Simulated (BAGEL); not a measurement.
# singlet CH2F3Si+: a chain of runs

Aim: the energy (singlet CH2F3Si+, HF/def2-SV(P)), then a single-point energy (doublet CH2F3Si, NEVPT2(3,3)/def2-SV(P)), then a single-point energy (doublet CH2F3Si, CASPT2(3,3)/def2-SV(P)) of CH2F3Si. 

The calculation is run with BAGEL 1.2.2.

### 1 The system as given

CH2F3Si+ has 7 atoms, charge +1, and is taken as a singlet. As SMILES of the parent species, `[CH2][Si](F)(F)F`. The C1–H6 distance was set to 1.735 Å, away from the relaxed value. That shape belongs to the parent species and isn't relaxed for this state. At this shape a bond of the SMILES string is far longer than usual.

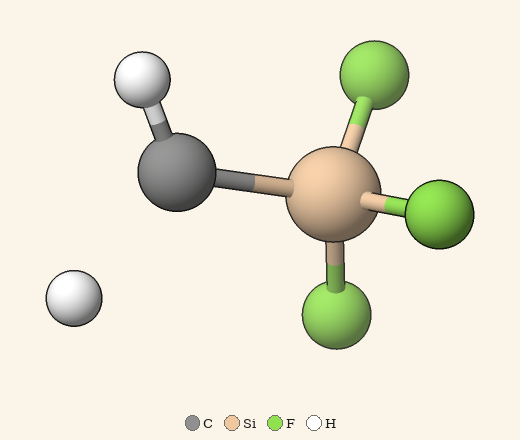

Viewed from a chosen angle; carbon grey, silicon light orange, fluorine green, hydrogen white.

### 2 The energy at HF/def2-SV(P) (density fitting with svp-jkfit) (run 1)

calc.json

```json
{ "bagel" : [

{
  "title" : "molecule",
  "basis" : "def2-sv_p_.json",
  "df_basis" : "svp-jkfit",
  "angstrom" : false,
  "geometry" : [
    { "atom" : "C", "xyz" : [ -0.12883208,  0.51587822,  1.69374263 ] },
    { "atom" : "Si", "xyz" : [  2.01544016, -0.73625431, -0.66274585 ] },
    { "atom" : "F", "xyz" : [  1.19624388,  0.09409135, -3.40417154 ] },
    { "atom" : "F", "xyz" : [  2.11465078, -3.71654138, -0.65821051 ] },
    { "atom" : "F", "xyz" : [  4.80089646,  0.21276615, -0.19617247 ] },
    { "atom" : "H", "xyz" : [ -3.27130489,  1.16444924,  1.02460950 ] },
    { "atom" : "H", "xyz" : [  0.45962864,  0.87757180,  3.62239711 ] }
  ]
},
{
  "title" : "hf",
  "charge" : 1
},
{
  "title" : "print",
  "file" : "orbitals.molden",
  "orbitals" : true
}

]}
```

The basis set def2-SV(P) is read from a file made from the Basis Set Exchange's data (not shown).

Launch:

```bash
$ BAGEL_NUM_THREADS=1 BAGEL calc.json > calc.out
```

The program printed:

```text
* using 1 threads per process

  ===============================================================
  ===============================================================

  *** Geometry ***

  { "atom" : "C", "xyz" : [     -0.128832,      0.515878,      1.693743 ] },
  { "atom" : "Si", "xyz" : [      2.015440,     -0.736254,     -0.662746 ] },
  { "atom" : "F", "xyz" : [      1.196244,      0.094091,     -3.404172 ] },
  { "atom" : "F", "xyz" : [      2.114651,     -3.716541,     -0.658211 ] },
  { "atom" : "F", "xyz" : [      4.800896,      0.212766,     -0.196172 ] },
  { "atom" : "H", "xyz" : [     -3.271305,      1.164449,      1.024609 ] },
  { "atom" : "H", "xyz" : [      0.459629,      0.877572,      3.622397 ] },

  Number of auxiliary basis functions:      470

  Since a DF basis is specified, we compute 2- and 3-index integrals:
    o Being stored without compression. Storage requirement is 0.023 GB

  Number of basis functions:       78
  Number of electrons      :       49

    * METHOD: MOLECULE                             0.20

  *** RHF ***

  === Nuclear Repulsion ===
   250.7383444965

      * DIIS with orbital gradients will be used.

  === RHF iteration (def2-sv_p_.json) ===
      0       -625.25433846          0.02635137           0.06
      1       -625.46341396          0.01729709           0.06
      2       -625.58992041          0.00122742           0.06
      3       -625.59124387          0.00026707           0.06
      4       -625.59130236          0.00007766           0.06
      5       -625.59130765          0.00002726           0.06
      6       -625.59130821          0.00001128           0.06
      7       -625.59130832          0.00000225           0.06
      8       -625.59130833          0.00000070           0.06
      9       -625.59130833          0.00000039           0.06
     10       -625.59130833          0.00000022           0.06
     11       -625.59130833          0.00000012           0.06
     12       -625.59130833          0.00000005           0.06
     13       -625.59130833          0.00000002           0.06
     14       -625.59130833          0.00000001           0.06
     15       -625.59130833          0.00000001           0.06
    * SCF iteration converged.

    * Permanent dipole moment:
           (    2.968390,    -1.522959,    -2.601416) a.u.

    * METHOD: HF                                   1.04

    * METHOD: PRINT                                0.02

  ===============================================================
```

It took 1.4 s on 1 thread of Arm Neoverse V1, shared host; peak memory 0.14 GiB.

### 3 Doublet neutral CH2F3Si: a single-point energy at NEVPT2(3,3)/def2-SV(P) (density fitting with svp-jkfit) (run 2)

job.json

```json
{ "bagel": [

{
  "title": "molecule",
  "basis": "def2-sv_p_.json",
  "df_basis": "svp-jkfit",
  "geometry": [
    { "atom": "C", "xyz": [ -0.12883208,  0.51587822,  1.69374263 ] },
    { "atom": "Si", "xyz": [  2.01544016, -0.73625431, -0.66274585 ] },
    { "atom": "F", "xyz": [  1.19624388,  0.09409135, -3.40417154 ] },
    { "atom": "F", "xyz": [  2.11465078, -3.71654138, -0.65821051 ] },
    { "atom": "F", "xyz": [  4.80089646,  0.21276615, -0.19617247 ] },
    { "atom": "H", "xyz": [ -3.27130489,  1.16444924,  1.02460950 ] },
    { "atom": "H", "xyz": [  0.45962864,  0.87757180,  3.62239711 ] }
  ]
},
{
  "title": "hf",
  "charge": 1
},
{
  "title": "casscf",
  "nstate": 1,
  "nact": 3,
  "nclosed": 23,
  "nspin": 1,
  "active": [24, 25, 26],
  "maxiter": 200,
  "natocc": true
},
{
  "title": "nevpt2",
  "nstate": 1,
  "nact": 3,
  "nclosed": 23,
  "nspin": 1,
  "active": [24, 25, 26],
  "maxiter": 200,
  "natocc": true,
  "ncore": 9
},
{
  "title": "print",
  "file": "orbitals.molden",
  "orbitals": true
}

]}
```

The basis set def2-SV(P) is read from a file made from the Basis Set Exchange's data (not shown).

Launch:

```bash
$ BAGEL_NUM_THREADS=1 BAGEL job.json > job.out
```

The program printed:

```text
* using 1 threads per process

  ===============================================================
  ===============================================================

  *** Geometry ***

  { "atom" : "C", "xyz" : [     -0.128832,      0.515878,      1.693743 ] },
  { "atom" : "Si", "xyz" : [      2.015440,     -0.736254,     -0.662746 ] },
  { "atom" : "F", "xyz" : [      1.196244,      0.094091,     -3.404172 ] },
  { "atom" : "F", "xyz" : [      2.114651,     -3.716541,     -0.658211 ] },
  { "atom" : "F", "xyz" : [      4.800896,      0.212766,     -0.196172 ] },
  { "atom" : "H", "xyz" : [     -3.271305,      1.164449,      1.024609 ] },
  { "atom" : "H", "xyz" : [      0.459629,      0.877572,      3.622397 ] },

  Number of auxiliary basis functions:      470

[... 21 lines left out ...]
    * SCF iteration converged.
[... 1 line left out ...]
    * Permanent dipole moment:
[... 28 lines left out ...]
    * Second-order optimization converged. *
[... 11 lines left out ...]
     * ci vector, state   0, <S^2> = 0.7500
       2a.     0.9610279945
       .a2     0.2411835446
       aba     0.1103021549
       aab     0.0551512603
       baa     0.0551508946

    * METHOD: CASSCF                               3.00

    * freezing 9 orbitals

  === DF-NEVPT2 calculation ===

    * 3-index integral transformation done
    * assembly done

      NEVPT2 correlation energy:   -0.7226569418      0.18

          (+0)     -0.6547196966
          (+0)'    -0.0165120438
          (+1)     -0.0087593045
          (+1)'    -0.0002936120
          (+2)     -0.0002455450
          (-1)     -0.0324065244
          (-1)'    -0.0035258470
          (-2)     -0.0061943686

      NEVPT2 total energy:       -626.7282523653

    * METHOD: NEVPT2                               0.29

    * METHOD: PRINT                                0.02

  ===============================================================
```

Wall time 4.8 s (1 thread of Arm Neoverse V1, shared host); peak memory 0.14 GiB.

### 4 Doublet neutral CH2F3Si: a single-point energy at CASPT2(3,3)/def2-SV(P) (density fitting with svp-jkfit) (run 3)

job.json

```json
{ "bagel": [

{
  "title": "molecule",
  "basis": "def2-sv_p_.json",
  "df_basis": "svp-jkfit",
  "angstrom": false,
  "geometry": [
    { "atom": "C", "xyz": [ -0.12883208,  0.51587822,  1.69374263 ] },
    { "atom": "Si", "xyz": [  2.01544016, -0.73625431, -0.66274585 ] },
    { "atom": "F", "xyz": [  1.19624388,  0.09409135, -3.40417154 ] },
    { "atom": "F", "xyz": [  2.11465078, -3.71654138, -0.65821051 ] },
    { "atom": "F", "xyz": [  4.80089646,  0.21276615, -0.19617247 ] },
    { "atom": "H", "xyz": [ -3.27130489,  1.16444924,  1.02460950 ] },
    { "atom": "H", "xyz": [  0.45962864,  0.87757180,  3.62239711 ] }
  ]
},
{ "title": "hf", "charge": 1 },
{ "title": "casscf", "nstate": 1, "nact": 3, "nclosed": 23, "nspin": 1, "active": [24, 25, 26], "maxiter": 200, "natocc": true },
{ "title": "print", "file": "orbitals.molden", "orbitals": true },
{ "title": "smith", "method": "caspt2", "ms": true, "xms": true, "sssr": true, "shift": 0.2, "shift_imag": true, "ncore": 9 }

]}
```

The basis set def2-SV(P) is read from a file made from the Basis Set Exchange's data (not shown).

Launch:

```bash
$ BAGEL_NUM_THREADS=1 BAGEL job.json > job.out
```

The program printed:

```text
* using 1 threads per process

  ===============================================================
  ===============================================================

  *** Geometry ***

  { "atom" : "C", "xyz" : [     -0.128832,      0.515878,      1.693743 ] },
  { "atom" : "Si", "xyz" : [      2.015440,     -0.736254,     -0.662746 ] },
  { "atom" : "F", "xyz" : [      1.196244,      0.094091,     -3.404172 ] },
  { "atom" : "F", "xyz" : [      2.114651,     -3.716541,     -0.658211 ] },
  { "atom" : "F", "xyz" : [      4.800896,      0.212766,     -0.196172 ] },
  { "atom" : "H", "xyz" : [     -3.271305,      1.164449,      1.024609 ] },
  { "atom" : "H", "xyz" : [      0.459629,      0.877572,      3.622397 ] },

  Number of auxiliary basis functions:      470

[... 21 lines left out ...]
    * SCF iteration converged.
[... 1 line left out ...]
    * Permanent dipole moment:
[... 28 lines left out ...]
    * Second-order optimization converged. *
[... 11 lines left out ...]
     * ci vector, state   0, <S^2> = 0.7500
[... 19 lines left out ...]
    * Zeroth order energy : state  0       -1.0249659390
[... 4 lines left out ...]
       #      aibj      arbs      arbi      airj      risj      airs      arst      rist         Etot      error   time
[... 2 lines left out ...]
       0  -0.65370  -0.00790  -0.03493  -0.00967  -0.00037  -0.01581  -0.00373  -0.00035   -0.7264570  0.0009692   0.11
       1  -0.65377  -0.00794  -0.03501  -0.00972  -0.00038  -0.01596  -0.00379  -0.00036   -0.7269241  0.0001354   0.09
       2  -0.65377  -0.00794  -0.03502  -0.00972  -0.00038  -0.01597  -0.00378  -0.00036   -0.7269348  0.0000223   0.09
       3  -0.65377  -0.00794  -0.03502  -0.00972  -0.00038  -0.01597  -0.00378  -0.00036   -0.7269350  0.0000038   0.09
       4  -0.65377  -0.00794  -0.03502  -0.00972  -0.00038  -0.01597  -0.00378  -0.00036   -0.7269350  0.0000005   0.09

      ------------------------------------------------------------------------------------------------------------------

    * CASPT2 energy : state  0     -626.7346869478
        w/o shift correction       -626.7325304433
        reference weight              0.8500118053

    * METHOD: SMITH                                0.71

  ===============================================================
```

Wall time 5.4 s (1 thread of Arm Neoverse V1, shared host); peak memory 0.2 GiB.

### 5 Results

```
                                    quantity          value
          run 1, HF/def2-SV(P): total energy  -625.59131 Eh
           run 1, HF/def2-SV(P): HOMO energy      -21.44 eV
           run 1, HF/def2-SV(P): LUMO energy       -8.37 eV
         run 1, HF/def2-SV(P): HOMO–LUMO gap       13.07 eV
doublet neutral CH2F3Si, run 2: total energy  -626.72825 Eh
doublet neutral CH2F3Si, run 3: total energy  -626.73469 Eh
```
